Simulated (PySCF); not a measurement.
# singlet [SiNH4]+: levels of theory compared

Wanted: a comparison of 4 runs (B2PLYP/STO-6G, M06-2X/STO-6G, wB97X-V/STO-6G, NEVPT2(2,2)/STO-6G) of singlet [SiNH4]+. Input form: a Python script.

Program for the calculation: PySCF 2.14.0.

4 further runs of the same task are left out: 4 set aside as unsound or not needed.

**1. Starting point**

[SiNH4]+ has 6 atoms, charge +1, and is taken as a singlet. As SMILES of the parent species, `N[SiH2]`. The shape is that of a PBE0-D4/def2-TZVP optimisation. This is one conformer, not always the lowest. That shape belongs to the parent species and isn't relaxed for this state.

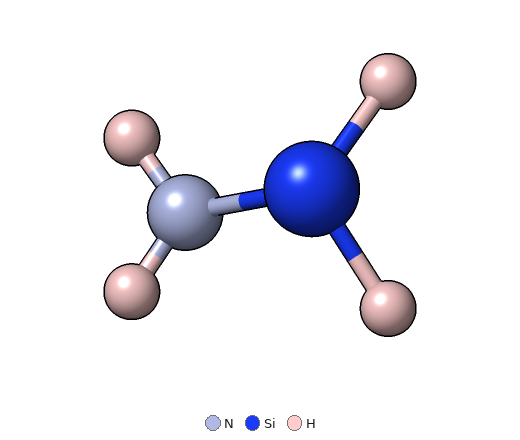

The structure, seen from a chosen angle (nitrogen light blue, silicon blue, hydrogen pink).

**2. A single-point energy at B2PLYP/STO-6G (run 1)**

run.py

```python
from pyscf import gto, dft, mp

mol = gto.M(
    atom='''
N       -0.062300      -0.863500       0.020900
Si       0.307400       0.815300       0.161600
H        0.565000      -1.475900      -0.476400
H       -0.503600      -1.346500       0.787600
H        0.657400       1.307800      -1.204100
H       -0.921600       1.498900       0.664300
''',
    charge=1,
    basis='sto-6g',
    max_memory=1860,
    verbose=4,
)

mf = dft.RKS(mol, xc='0.53*HF + 0.47*B88, 0.73*LYP')
mf.grids.level = 5
mf.conv_tol = 1e-10
mf.kernel()
if not mf.converged:
    mf = mf.newton().run(mf.mo_coeff, mf.mo_occ)

pt = mp.MP2(mf, frozen=6).run()
e_tot = mf.e_tot + 0.27 * pt.e_corr
print('PT2 part  %.8f' % (0.27 * pt.e_corr))
print('E(%s) = %.9f' % ('B2PLYP', e_tot))
```

Launch:

```bash
$ OMP_NUM_THREADS=1 python run.py
```

The program printed:

```text
PySCF version 2.14.0

[... 74 lines left out ...]
converged SCF energy = -344.878474312214
[... 1 line left out ...]
******** <class 'pyscf.mp.mp2.RMP2'> ********
nocc = 6, nmo = 12
frozen orbitals 6
E(RMP2) = -345.037648027499  E_corr = -0.159173715285052
E(SCS-RMP2) = -345.05045715382  E_corr = -0.171982841606814
E_corr(same-spin) = -0.0219526346945178
E_corr(oppo-spin) = -0.137221080590534
PT2 part  -0.04297690
E(B2PLYP) = -344.921451215
```

Wall time 3.6 s (1 thread of Arm Neoverse V1, shared host); peak memory 0.2 GiB.

**3. The energy at M06-2X/STO-6G (run 2)**

calc.py

```python
from pyscf import gto, dft

molecule = gto.Mole()
molecule.atom = '''
N       -0.062300      -0.863500       0.020900
Si       0.307400       0.815300       0.161600
H        0.565000      -1.475900      -0.476400
H       -0.503600      -1.346500       0.787600
H        0.657400       1.307800      -1.204100
H       -0.921600       1.498900       0.664300
'''
molecule.basis = 'sto-6g'
molecule.verbose = 4
molecule.max_memory = 1860
molecule.charge = 1
molecule.spin = 0
molecule.build()

calc0 = dft.RKS(molecule)
calc0.xc = 'm06-2x'
calc0.conv_tol = 1e-10
calc0.grids.level = 5
calc0.kernel()
if not calc0.converged:
    calc0 = calc0.newton().run(calc0.mo_coeff, calc0.mo_occ)

energy = calc0.e_tot
print(f'total energy: {energy:.8f} hartree')
```

Launch:

```bash
$ OMP_NUM_THREADS=1 python calc.py
```

The program printed:

```text
PySCF version 2.14.0

[... 73 lines left out ...]
converged SCF energy = -345.08314035994
total energy: -345.08314036 hartree
```

It took 4.5 s on 1 thread of Arm Neoverse V1, shared host; peak memory 0.2 GiB.

Run 3 isn't shown in full; the table further down has it.

**4. A single-point energy at NEVPT2(2,2)/STO-6G (run 4)**

start.xyz

```xyz
6

N     -0.062300    -0.863500     0.020900
Si     0.307400     0.815300     0.161600
H      0.565000    -1.475900    -0.476400
H     -0.503600    -1.346500     0.787600
H      0.657400     1.307800    -1.204100
H     -0.921600     1.498900     0.664300
```

run.py

```python
import numpy
from pyscf import gto, scf, mp, mcscf, mrpt

system = gto.Mole()
system.atom = 'start.xyz'
system.verbose = 3
system.spin = 0
system.max_memory = 1860
system.basis = 'sto-6g'
system.charge = 1
system.build()

myscf = system.RHF()
myscf.conv_tol = 1e-10
myscf.kernel()
if not myscf.converged:
    myscf = myscf.newton().run(myscf.mo_coeff, myscf.mo_occ)

pt = mp.MP2(scf.addons.convert_to_uhf(myscf)).run()
noons, natorbs = mcscf.addons.make_natural_orbitals(pt)
print('natural occupations', numpy.round(noons[:40], 4))
cas = mcscf.CASSCF(myscf, 2, 2)
cas.fix_spin_(ss=0.0)
cas.natorb = True
cas.kernel(natorbs)
e_pt2 = mrpt.NEVPT(cas).kernel()
e_tot = cas.e_tot + e_pt2
print('E = %.10f Eh' % e_tot)
```

Launch:

```bash
$ OMP_NUM_THREADS=1 python run.py
```

The program printed:

```text
converged SCF energy = -344.255356132039
E(UMP2) = -344.371455261809  E_corr = -0.116099129769328
E(SCS-UMP2) = -344.380580847028  E_corr = -0.125224714988871
natural occupations [2.     2.     1.9999 1.9998 1.9998 1.9997 1.9921 1.9877 1.9853 1.9825
 1.9765 1.9505 0.0546 0.0199 0.0141 0.013  0.0123 0.0121]
CASSCF energy = -344.292437569906
CASCI E = -344.292437569906  E(CI) = -1.81489239470835  S^2 = 0.0000000
Sr    (-1)',   E = -0.00000000055175
Si    (+1)',   E = -0.00000000114680
Sijrs (0)  ,   E = -0.06022130239726
Sijr  (+1) ,   E = -0.00455795625040
Srsi  (-1) ,   E = -0.00146329762452
Srs   (-2) ,   E = -0.00026607203785
Sij   (+2) ,   E = -0.00075667607225
Sir   (0)' ,   E = -0.02190825732066
Nevpt2 Energy = -0.089173563401470
E = -344.3816111333 Eh
```

It took 1.2 s on 1 thread of Arm Neoverse V1, shared host; peak memory 0.12 GiB.

**5. Overview of the runs**

```
run               level  frozen core orbitals  nlc grid  energy (Eh)  HOMO energy (eV)  LUMO energy (eV)  HOMO–LUMO gap (eV)  wall time
  1       B2PLYP/STO-6G                     6         –  -344.921451            -14.82             -6.64                8.19      3.6 s
  2       M06-2X/STO-6G                     –         –  -345.083140            -15.05             -7.07                7.98      4.5 s
  3      wB97X-V/STO-6G                     –         1  -345.090668            -16.11             -5.69               10.42       24 s
  4  NEVPT2(2,2)/STO-6G                     –         –  -344.381611            -16.69             -4.17               12.51      1.2 s
```

**6. Results**

| quantity | value |
| --- | --- |
| run 4: total energy | -344.38161 Eh |
| run 4: HOMO energy (Hartree–Fock orbitals) | -16.69 eV |
| run 4: LUMO energy (Hartree–Fock orbitals) | -4.17 eV |
| run 4: HOMO–LUMO gap (Hartree–Fock orbitals) | 12.51 eV |

Over runs 1, 2, 3 the HOMO–LUMO gap runs from 7.98 eV (M06-2X/STO-6G) to 10.42 eV (wB97X-V/STO-6G). Totals of different functionals can't be ranked against each other. In runs 1, 2, 3, 4 the basis is minimal, so the values are rough. All runs together took 33 s, the longest 24 s.
